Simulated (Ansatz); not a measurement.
Al$_{3}$GaSb$_{4}$

Input

```
crystal:
  lattice:
    - [-2.9814945915, 2.9814945915, 5.9627849895]
    - [2.9814945915, -2.9814945915, 5.9627849895]
    - [2.9814945915, 2.9814945915, -5.9627849895]
  atoms:
    - { symbol: Al, position: [0.5, 0.5, 0.0] }
    - { symbol: Al, position: [0.25, 0.75, 0.5] }
    - { symbol: Al, position: [0.75, 0.25, 0.5] }
    - { symbol: Ga, position: [0.0, 0.0, 0.0] }
    - { symbol: Sb, position: [0.625493741, 0.625493741, 0.5008943829] }
    - { symbol: Sb, position: [0.1245993581, 0.1245993581, 0.4991056171] }
    - { symbol: Sb, position: [0.8754006419, 0.374506259, 0.0] }
    - { symbol: Sb, position: [0.374506259, 0.8754006419, 0.0] }
basis:
  ecutwfc: 420
kpoints:
  mp_grid: { grid: [6, 6, 6] }
hamiltonian:
  xc: pbe
scf:
  occupations: { method: gaussian, width: 0.02 }
output:
  forces: true
  stress: true
  eigenvalues: true
  write_density: true
  write_potential: true
  elf: true
  volumetric_format: npy
relax:
  adjacent_minimum: "off"
  f_tol: 0.01
  max_steps: 30
  cell: { stress_tol: 0.1, fix: [volume] }
```

Run with:

```sh
ansatz run input.yaml --threads 4 --pin off --max-ram 8192MiB --backend cpu --events-out ev --progress --plain --runs-dir out
```

Below, planes, directions and counts refer to the conventional cell (a = 5.96 Å, b = 5.96 Å, c = 11.93 Å, α = 90.00°, β = 90.00°, γ = 90.00°).

Space group I-42m; a structure generated by program, which may or may not match a known phase; changed on purpose from its base cell (volume × 0.88, shape and atoms relaxed); computed pressure about 8 GPa in this cell.

Computed with DFT PBE, scalar-relativistic, plane waves, PAW (Ansatz).

What can the converged valence pseudo-density and electron localisation function tell about the bonding?

Answer. Ga–Sb (2.58 Å): ρ is about 0.46 e/Å³ halfway; the ELF peaks at about 0.70 between the atoms.
Al–Sb (2.58 Å): ρ is about 0.46 e/Å³ halfway; the ELF is about 0.85 at the midpoint.

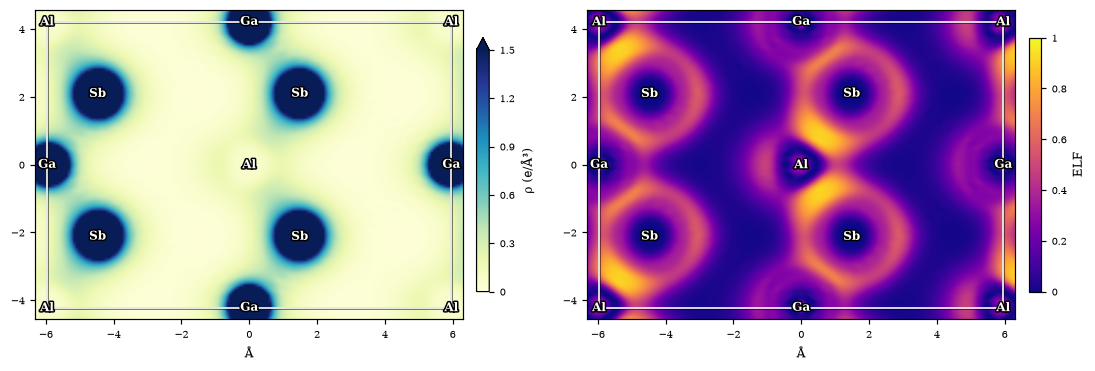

Computed valence pseudo-density and electron localisation function on the (110) plane of the conventional cell, in this order. 

In a PAW calculation such maps are meaningful between the atoms, not at the nuclei.
